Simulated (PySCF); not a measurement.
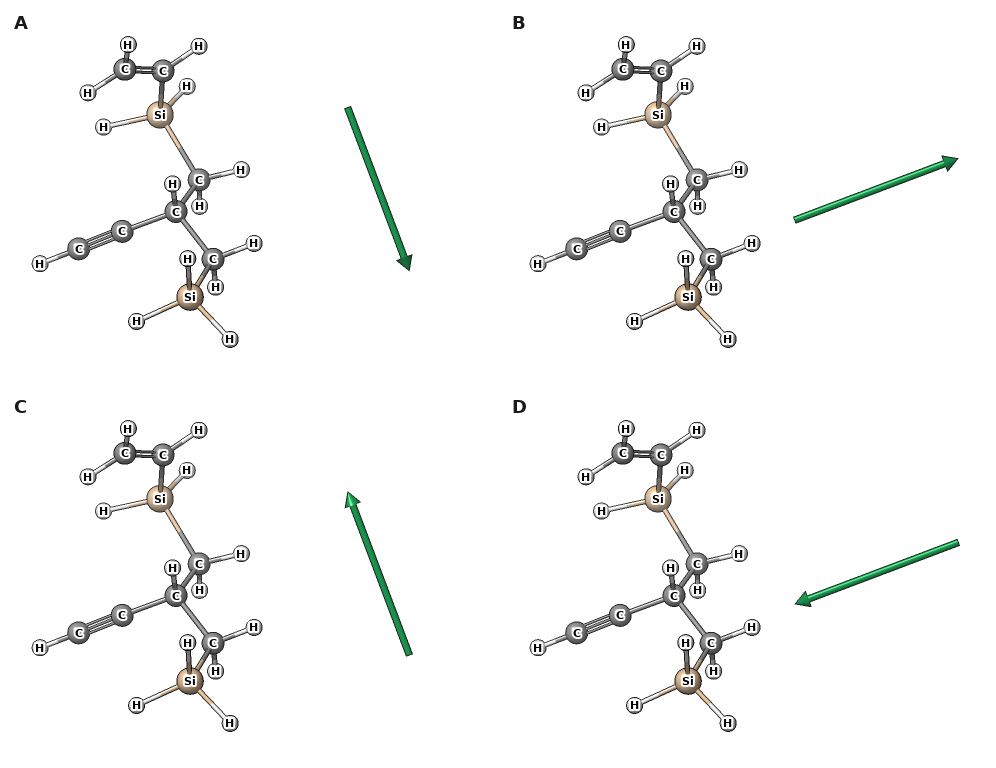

The same molecule four times, each with an arrow. The geometry was computed by an optimisation with GFN2-xTB. No frequency run is at hand to confirm it as a minimum. Level of theory: PBE0/pcSseg-1, gas phase (PySCF 2.14.0).

> Which arrow points along the dipole moment, from the negative to the positive end?

B. The dipole moment is 0.61 D.

The geometry is semi-empirical. Around Si such bond lengths and angles can be off by a tenth of an ångström or more and by several degrees, and values that hang on the shape move with them.
